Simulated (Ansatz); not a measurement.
Te (trigonal-Te type, space group P3_121)

```
Te
1.0
    4.52090     0.00000     0.00000
   -2.26045     3.91521     0.00000
    0.00000     0.00000     5.95427
Te
3
Direct
  0.26811   0.00000   0.33333
  0.00000   0.26811   0.66667
  0.73189   0.73189   0.00000
```

Equation-of-state scan: isotropic scaling of the cell above, V₀ being its volume. The atoms relax within the cell's symmetry.

Calculation: PBE (plane waves to 420 eV, PAW, scalar-relativistic; Ansatz, a quantum-chemistry and plane-wave program). k mesh 9×9×6 (Γ-centred), Fermi-Dirac smearing 0.05 eV. E stands for the smeared free energy. With the shape held, the modulus is that of even scaling; a crystal free to change shape is softer. Spin-orbit coupling is left out, though Te is heavy. Te was relaxed with its symmetry unable to fall. The zero of ΔE is the relaxed starting cell.

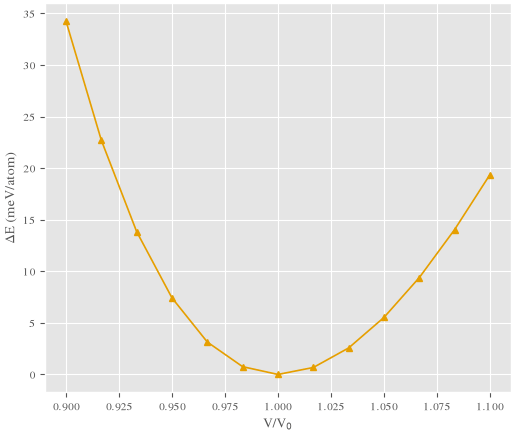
Figure. ΔE (meV/atom) against V/V₀; one marker a computed point.

Question: What is ΔE at V/V₀ = 0.900?

Answer: About 34 meV/atom.

Question: What bulk modulus at fixed cell shape B₀ follows from a third-order Birch-Murnaghan fit?

Answer: About 23 GPa.

Question: What is ΔE at V/V₀ = 1.100?

Answer: About 19 meV/atom.

(Under strain, the slope of the energy per volume gives the stress and its curvature an elastic modulus.)
